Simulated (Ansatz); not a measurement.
```
Be Ge O
1.0
     2.90573    0.00000    0.00000
    -1.45286    2.51643    0.00000
     0.00000    0.00000    8.28636
Be Ge O
1 2 3
Direct
  0.00000 0.00000 0.00000
  0.33333 0.66667 0.68702
  0.66667 0.33333 0.31298
  0.33333 0.66667 0.11476
  0.66667 0.33333 0.88524
  0.00000 0.00000 0.50000
```

Space group P-3m1; a structure from a database of computed crystals, not necessarily the ambient phase; started from the CaSm2S3-164 prototype, which need not be the ambient phase.

Computed with DFT, PBEsol, plane waves, PAW (Ansatz 0.2.0).

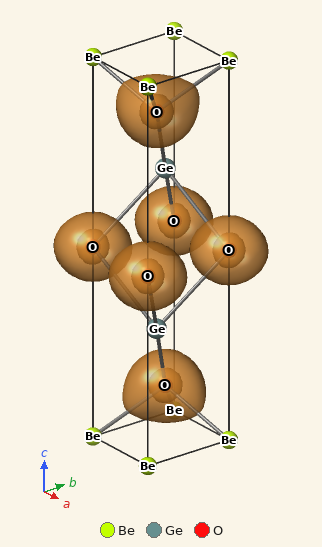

BeGe2O3. Isosurface of the electron localisation function at 0.7 (orange), seen slightly off an axis. Only the valence region is drawn (cores and ρ < 0.01 e/Å³ removed). Sticks mark near contacts.

Question: Where are the electrons localised?

Answer: At this value the surface marks out three regions wrapped around O (the valence shell of each), counted in one cell of 6 atoms. Any copies at cell faces, edges or corners count once. Profiles from the grid: Be–O (1.93 Å): the ELF peaks at about 0.85 in the valence shell of O, 0.7 Å from its nucleus, and is about 0.75 at the midpoint. Ge–O (2.28 Å): the ELF is about 0.25 at the midpoint: no shared electron pair shows on this line.
